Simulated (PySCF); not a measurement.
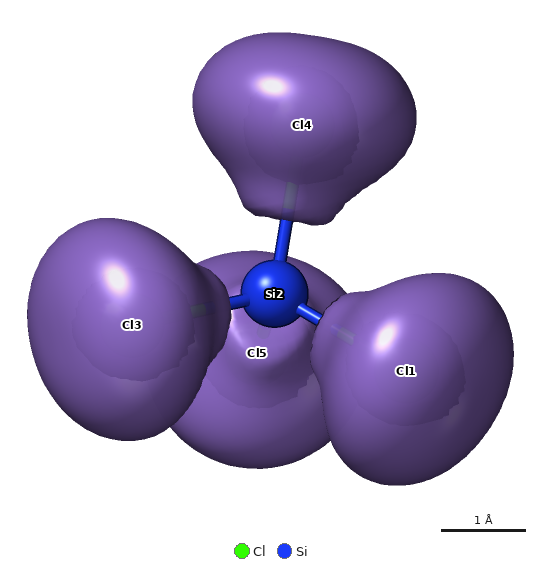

The picture shows: Cl4Si. Isosurface of the ELF at 0.75 (purple), seen at an oblique angle. Only the valence region is drawn (cores and ρ < 0.01 e/Å³ removed).

Geometry: PBE0-D3(BJ)/def2-SVP.

All numbers below come from PySCF, DFT single point, gas phase, functional PBE0.

Input

```
{"job": {"kind": "sp", "xc": "PBE0", "basis": "def2-TZVP", "d3": "d3bj", "grid": 2}, "charge": 0, "multiplicity": 1}
Cl    -1.169699    -1.172372    -1.180808
Si     0.003982     0.001285    -0.006674
Cl    -0.715782     1.903004    -0.014318
Cl    -0.003891    -0.718304     1.895162
Cl     1.905857    -0.006789    -0.726117
```

Run with:

```sh
OMP_NUM_THREADS=1 python redox_run.py task.json out
```

Identify the bonds, lone pairs and shells in this picture.

At this value the surface marks out four regions on Cl in which the atom's valence shell and bonds are merged. Along the contacts the grid gives the following. Si–Cl (2.03 Å): the ELF peaks at about 0.85 between the atoms: a polar covalent bond.
